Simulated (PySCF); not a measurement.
# Cl₃Sb, SMILES `Cl[Sb](Cl)Cl`: electronic structure

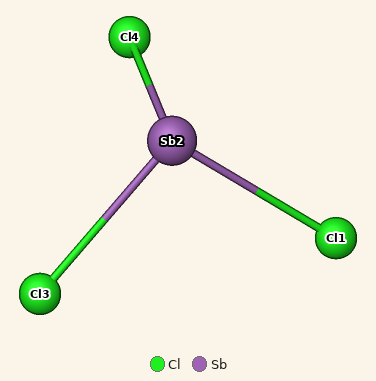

The molecule, with its atoms numbered as below. No frequency check shows the geometry to be a minimum.

Coordinates in Å:

```
Cl1      1.9148    0.5887    0.6216
Sb2      0.0013    0.0021   -0.6193
Cl3     -1.4720    1.3591    0.6199
Cl4     -0.4469   -1.9542    0.6163
```

### 1. Bonding charge

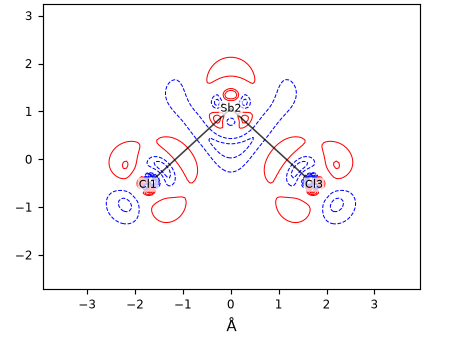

Deformation density (molecule less spherical, spin-averaged free atoms) in the plane of Cl1, Sb2 and Cl3; contours at ±0.05 to ±0.8 e/Å³; solid red lines: gain, dashed blue lines: loss.

Level of theory: M06-2X/def2-SVPD (PySCF), at a geometry from GFN2-xTB. Core potentials replace the inner electrons of Sb; spin–orbit coupling isn't included.

**Describe the bonding that the map shows.**

Cl1–Sb2 and Sb2–Cl3: +0.01 e/Å³ at the bond critical point (bond length 2.35 Å); up to 0.6 Å beside the axis the gain reaches +0.09 e/Å³. In all, 1.1 electrons gather in the regions of gain relative to the promolecule. A small or negative value marks a very polar bond, one between electron-rich atoms, whose free-atom densities already overlap strongly, a long bond to a heavier atom, or a closed-shell contact such as a hydrogen bond.

**Where do the Hirshfeld charges lie?**

The highest Hirshfeld charge is on Sb2 (+0.59 e), the lowest on Cl1, Cl3 and Cl4 (−0.20 e).

| atom | charge (e) |
| --- | --- |
| Cl1 | −0.20 |
| Sb2 | +0.59 |
| Cl3 | −0.20 |
| Cl4 | −0.20 |

### 2. Bond critical points

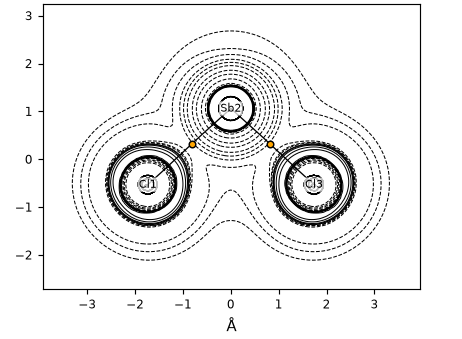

Negative Laplacian of the density (−∇²ρ) in the plane of Cl1, Sb2 and Cl3 (solid lines positive, dashed lines negative, contours at ±0.02 to ±8 a.u.), with bond paths and bond critical points (dots).

**At which bond critical points in this plane is charge locally concentrated, and at which depleted?**

At none is it concentrated. Depleted (∇²ρ > 0): Cl1–Sb2 and Sb2–Cl3 (+0.16 a.u., H = −0.023).

### 3. Local ionisation energy

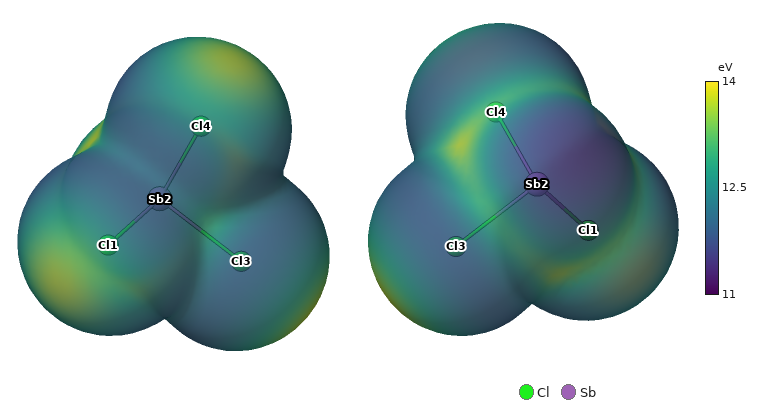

Average local ionisation energy on the surface of electron density 0.001 a.u. (back view left, front view right).

**Where are the most loosely bound electrons on this surface?**

The lowest value is 11.3 eV, 2.4 Å from Sb2. Further minima include 11.9 eV, 2.1 Å from Cl4, and at like points elsewhere. For comparison, the highest occupied orbital lies at −10.0 eV.

### 4. Excited states

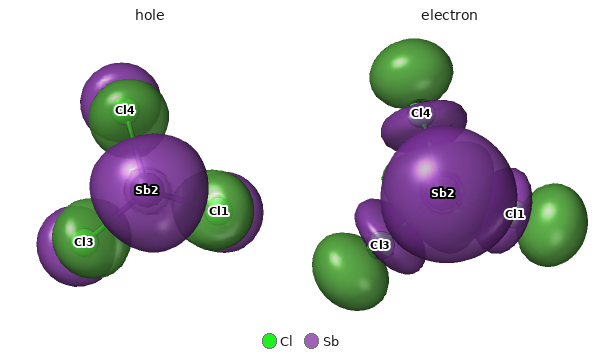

Leading natural transition orbital pair of T₃ (full linear response triplet states); the surfaces enclose about 85 % of each orbital's density.

**Give its energy and the atoms that hole and electron lie on.**

5.46 eV (227 nm), spin-forbidden from the singlet ground state; the leading pair carries 83 %; hole on Sb2 (34 %) and Cl1, Cl3 and Cl4 (22 % each), electron on Sb2 (54 %) and Cl1, Cl3 and Cl4 (15 % each) (shares are of the whole state, not of the leading pair alone); their centroids lie 0.2 Å apart. In canonical orbitals it is mainly HOMO → LUMO+2 (80 %). The HOMO–LUMO gap is 8.54 eV.

### 5. In an electric field

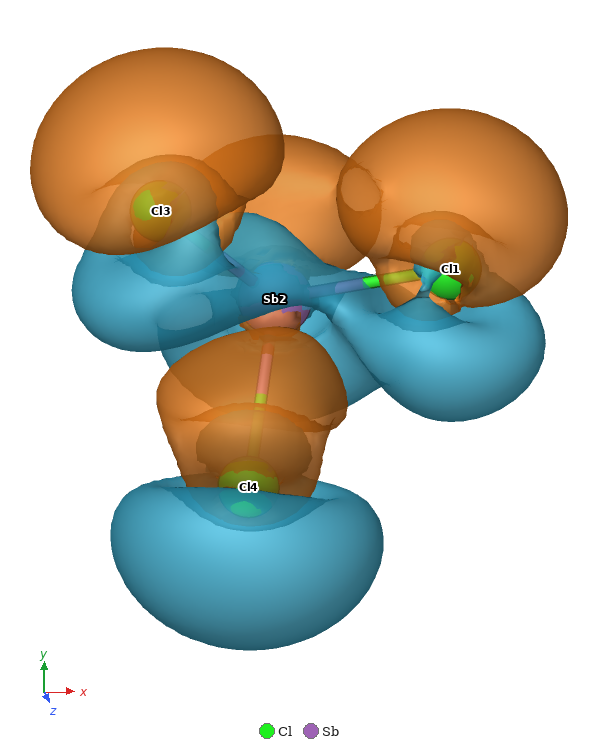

Change of the electron density in a uniform field of 0.26 V/Å, surfaces at ±0.001 e/Å³ (light blue: gain, orange: loss).

PySCF calculation, B3LYP/def2-SVPD, gas phase; geometry: GFN2-xTB. Core potentials replace the inner electrons of Sb; spin–orbit coupling isn't included.

The field was applied in both directions; the picture shows the one opposite to the script's first.

**Along which Cartesian direction does the field point?**

Along +y: electrons gather on the −y side, against the field.

**How large is the response?**

The induced dipole is 1.15 D (along the field); α along this axis, from the fields in both directions, is 91 bohr³ (13.4 Å³).

### 6. Removing or adding an electron

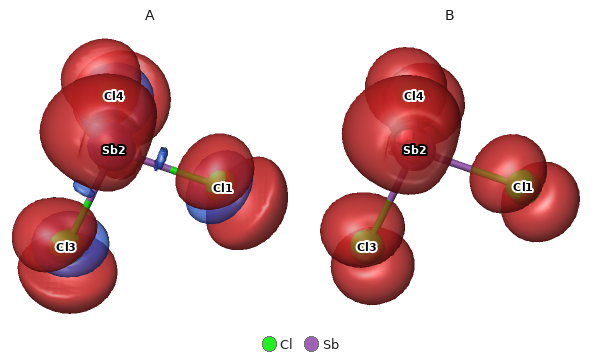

The Fukui function f⁻ from two separate SCF calculations and the density of the HOMO, at ±0.015 e/Å³ (red positive, blue negative).

Level of theory: PBE0/def2-TZVP (PySCF), at a geometry from GFN2-xTB. Core potentials replace the inner electrons of Sb; spin–orbit coupling isn't included.

**Which panel is which, and how good is the frozen-orbital picture?**

A is f⁻ (it has negative regions), B the HOMO density. The HOMO lies on Sb2 (34 %) and Cl1, Cl3 and Cl4 (22 % each); f⁻ (Hirshfeld-condensed) is largest on Sb2 (0.28) and Cl1, Cl3 and Cl4 (0.24 each); the vertical ionisation energy is 10.65 eV (the stability of the cation's solution wasn't checked). Relaxation shifts 6 % of the electron between atoms. The orbital energy is −8.71 eV.

The PySCF runs shown took 11 s, 7.9 min, 15 s and 2.4 min on 1 thread of Intel(R) Xeon(R) 6975P-C (Granite Rapids) (shared host).
